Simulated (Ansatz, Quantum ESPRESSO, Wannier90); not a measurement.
# Ballistic channels from Wannier functions: straight Li chain, spacing 2.95 Å, part 5 of 5

How many channels does the wire offer, and does a small Wannier basis get them right? The wire: straight Li chain, spacing 2.95 Å.

Quantum ESPRESSO 7.5 and Wannier90 3.1.0; plane-wave DFT, PBE, GBRV ultrasoft pseudopotentials; cross-check by Ansatz 0.2.0 with PAW datasets.

So far. Step 2 (Ground state): The run needed 9 iterations to bring the estimated error under 1e-07 Ry. Step 6 (Localisation, bands and conductance): Bands and channels are those of the Wannier model: bands that were not projected, and all outside the frozen window, are missing or only approximate.

## Step 10: Cross-check with Ansatz

A second code with its own PAW datasets, on the same atoms.

Level of this step: plane-wave DFT, PBE, Ansatz PAW (Ansatz 0.2.0).

System of this step: straight Li chain, spacing 2.95 Å, 2 periods. The cell holds 2 atoms: 2 Li. Its edges and angles: a = 8.000 Å, b = 8.000 Å, c = 5.900 Å, α = 90.0°, β = 90.0°, γ = 90.0°. Vacuum lies along a and b. The structure's axis is c.

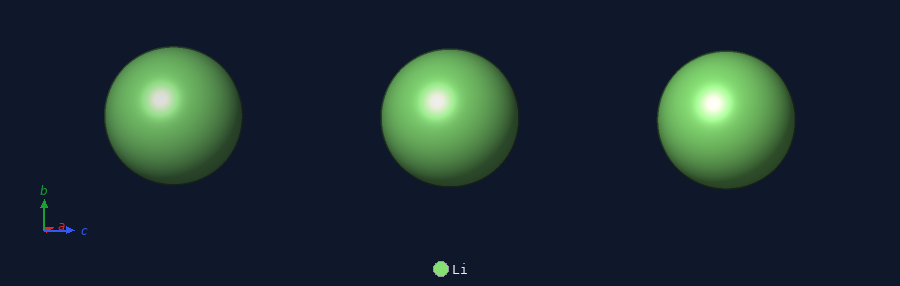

The cell of this step (lithium green). Some periodic images of atoms are drawn too.

input.yaml reads:

```yaml
crystal:
  lattice:
    - [8.0, 0.0, 0.0]
    - [0.0, 8.0, 0.0]
    - [0.0, 0.0, 5.9]
  atoms:
    - { symbol: Li, position: [0.0, 0.0, 0.0] }
    - { symbol: Li, position: [0.0, 0.0, 0.5] }
kpoints:
  mp_grid: { grid: [1, 1, 12] }
hamiltonian:
  xc: pbe
scf:
  occupations: { method: fermi_dirac, width: 0.05 }
  convergence: { dr2_threshold: 1.0e-08 }
output:
  transmission:
    leads: [[0, 0]]
    e_range: [-4.0, 2.0]
    de: 0.05
    kmesh: [1, 1]
    reduced_basis: true
```

Command:

```
$ ansatz run input.yaml --threads 2 --pin off --max-ram 4096MiB --backend cpu --events-out ev --progress --plain --runs-dir out
```

Numbers of over 12 decimals in the logs are rounded to 6 here.

The program printed:

```text
Engine: ansatz 0.2.0, x86_64-unknown-linux-gnu
Pseudopotentials: kind: paw
Pseudopotential: Li, paw, valence charge 3, recommended cutoff 420 eV (normal), Li.paw.azcp
Functional definition: PBE
  parameter kappa = 0.804
  parameter beta = 0.066725
  exchange = pbe_x(kappa = kappa, mu = beta*pi^2/3)
  correlation = pbe_c(beta = beta)
Crystal: 2 atoms, lattice volume = 377.600 Å³
Basis set: ecut = 420 eV, 7411 PW (Γ)
Bands: 7, of which v1, the nominal top of the filled ones, is band 3 counted from 1 (2 counted from 0)
Symmetry: 32 space group operations
Space group: P4/mmm (ITA 123), of the structure as read, at distance tolerance 7.2e-5 Å
k-points: 7 of 12
Non-local potential: Li, projectors of the file, l = 0: 3, l = 1: 2, l = 2: 1
PAW form: soft (Blöchl's): semilocal exchange-correlation on the pseudo side does not see the compensation charge
PAW one-centre angular grid: Li, 110 points (default); XC on 64 Gauss nodes
Initial density: superposition of atomic densities (neutral atoms: chi_scale 0, normalization atom), corrected by the library's trained network
Initial wavefunctions: pseudopotential atomic-orbital guess
Functional: x = pbe(κ = 0.804, μ = 0.219515), c = pbe(β = 0.066725)
SCF iter   1: F=—  HF=-407.379927 eV  |F-HF|=—  |Δ(HF+E_count)|=         —  Δρ=4.45e-4  dr2=5.22e-3  ethr=1.77e-3  ⟨swp⟩=6.0  Hψ=399  notcnv=0
preconditioner: auto → LDOS  [metal: Δε(μ)=0.264 eV  Ē_g=2.478 eV  σ=0.050 eV  W_gap=0.50  n_scr=18 (ndim 8)  ℏωp=2.7 eV  f_vac=0.486  D(μ)=1.76/eV (n_scr^D=4)  β→1.0]
SCF iter   2: F=—  HF=-407.379667 eV  |F-HF|=—  |Δ(HF+E_count)|=   2.60e-4  Δρ=1.55e-4  dr2=3.98e-4  ethr=8.71e-5  ⟨swp⟩=2.3  Hψ=142  notcnv=0
SCF iter   3: F=—  HF=-407.379778 eV  |F-HF|=—  |Δ(HF+E_count)|=   1.11e-4  Δρ=5.27e-5  dr2=3.87e-5  ethr=6.64e-6  ⟨swp⟩=2.0  Hψ=77  notcnv=0
SCF iter   4: F=—  HF=-407.379790 eV  |F-HF|=—  |Δ(HF+E_count)|=   1.15e-5  Δρ=6.49e-6  dr2=4.55e-7  ethr=6.44e-7  ⟨swp⟩=2.0  Hψ=57  notcnv=0
SCF iter   5: F=—  HF=-407.379791 eV  |F-HF|=—  |Δ(HF+E_count)|=   1.05e-6  Δρ=1.56e-6  dr2=2.56e-8  ethr=7.59e-9  ⟨swp⟩=2.0  Hψ=58  notcnv=0
SCF iter   6: F=-407.379791 eV  HF=-407.379791 eV  |F-HF|=2.89e-9  |Δ(HF+E_count)|=   5.07e-8  Δρ=4.29e-7  dr2=3.82e-10  ethr=1.67e-10  ⟨swp⟩=3.6  Hψ=190  notcnv=0
SCF 1 converged in 6 iterations: F = -407.379791 eV  dr2 = 3.82e-10
  greatest PAW one-centre occupation: 1.000 electrons in one spin orbital (limit 2), on the Li atom at site 1 (counted from 0), in its partial waves of l = 0
transmission: 8 of 48 steps passed
transmission: 16 of 48 steps passed
[...]
transmission: 48 of 48 steps passed
SCF converged after 6 iterations
Free energy (F): -407.379791 eV
Harris-Foulkes:  -407.379791 eV  (|F-HF|=2.89e-9)
Internal energy: -407.366737 eV  (E = F + TS)
E sigma→0 (E₀):  -407.373264 eV
Entropy (-TS):   -0.013054 eV (-6.527 meV/atom)
Fermi energy:    -2.820474 eV
--- Per-component energies (eV) ---
  E_band       = -209.699398
  E_kinetic    = 39.315770
  E_local      = -431.235718  (includes V_loc(G=0)·N_el)
  E_nonlocal   = -66.556273
  E_hartree    = 147.947882
  E_xc         = -17.247948
  E_vxc        = -22.097694  (∫ρ·V_xc dr)
  E_paw        = -41.912692  (= ΣΔE_a)
  E_vpaw       = -25.021356  (= ΣTr[D̂ρ^β])
  E_aug_tail   = 0.000031  (compensation charges beyond the density's cutoff)
  E_ewald      = -37.677788
  E_smearing   = -0.013054  (= −TS)
  E_closure    = -0.000000  (closes the sum)
  Σ components = -407.379791   (vs F -407.379791, Δ=0.00e0)
--- Band table (eV; the first three rows and the last of 7) ---
  k-point 0: bands = ["-50.7631", "-50.7546", "-3.6000", "-1.4233", "-1.1915", "-1.1915", "0.2503"]
  k-point 1: bands = ["-50.7630", "-50.7547", "-3.5775", "-1.5034", "-1.1620", "-1.1620", "0.2756"]
  k-point 2: bands = ["-50.7625", "-50.7552", "-3.5104", "-1.7103", "-1.0736", "-1.0736", "0.3511"]
  k-point 6: bands = ["-50.7589", "-50.7589", "-2.8214", "-2.8214", "-0.1341", "-0.1341", "-0.1341"]
--- Transmission ---
  basis      : 561 plane waves across, 8 finite elements along
  points     : 1, standing for a mesh of 1 x 1
  energies   : 121 from -4.000000 to 2.000000 eV about the Fermi level, 0.050000 eV apart; the leads are filled to 0.000000 eV, and channels, transmission and decay are at 0.000000 eV
  crystal 0  : Li2, at the sites [0, 0], period 5.9000 Å: whole cells are its period
    offset         : up to 0.0000 Å between an atom of the period and one for which it stands
    channels       : 1.000000e0 a spin
    conductance    : none, the energies end too early or step too widely for 300 K: set another output.transmission.e_range or a lower de, or, where they end at an eighth of basis.ecutwfc, a higher one
```

The job ended after 19 s (2 threads of AMD EPYC 7R43, shared host; peak memory 0.46 GiB; 36 s of CPU time).

This step gave:

* free energy: -407.3798 eV
* energy at zero smearing: -407.3733 eV
* smearing term TS: 0.01305 eV
* Fermi energy: -2.820 eV
* symmetry operations: 32

Per spin. The open channels by energy, zero at the Fermi level:

```
energy (eV)  open channels
     -1.000              0
     -0.500              1
      0.000              1
      0.500              1
      1.000              1
      1.500              0
      2.000              2
```

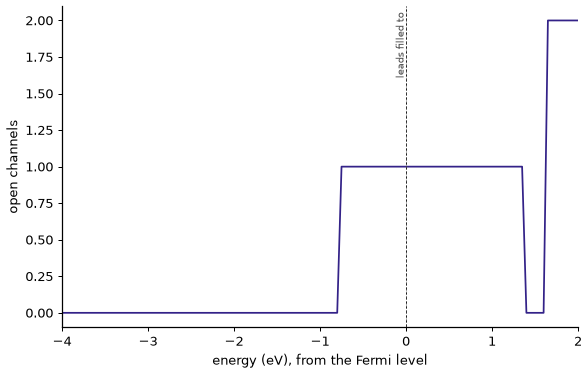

Open channels against energy.

## Step 11: Worked from the printed numbers

1 channel × 77.48 µS = 77 µS, a two-terminal resistance of 12.906/1 = 12.91 kΩ whatever the wire's length, as long as nothing scatters.

## Step 12: What came out

| Quantity | Value |
| --- | --- |
| open channels at the Fermi level, per spin | 1 |
| total spread | 2.69 Å² |
| gauge-invariant spread | 2.69 Å² |
| largest band misfit in the frozen window | 0.00185 eV |
| channels at the Fermi level by Ansatz | 1 |

What this shows: The wire offers 1 channel per spin at the Fermi level. Between -4 and 1.5 eV the channel count from Wannier functions equals that from Ansatz's layer matching at 100 % of the energies; outside the frozen window the Wannier bands are not held to the plane-wave ones. Each plane-wave level in the frozen window has a Wannier level within 0.01 eV; this test doesn't see extra bands that a model may add. The wire is perfect, so the conductance only counts bands: each channel, with its partner of the other spin, carries G₀ = 2e²/h. It was run without spin polarisation, which was not tested.

[Logs are printed without paths, hosts, clocks, repeated set-up lines and the standing remarks that a program may print on its own settings, such as how far it seeks lower states.]

[Hosts, paths, dates, database ids (printed as entryN), source tags and the programs' standing remarks are cut or masked in the printed files.]

[Maps of the electrostatic potential energy from Ansatz leave out the sawtooth potential of an applied field or a dipole correction, so their vacuum need not be flat; planar profiles and work functions include it.]
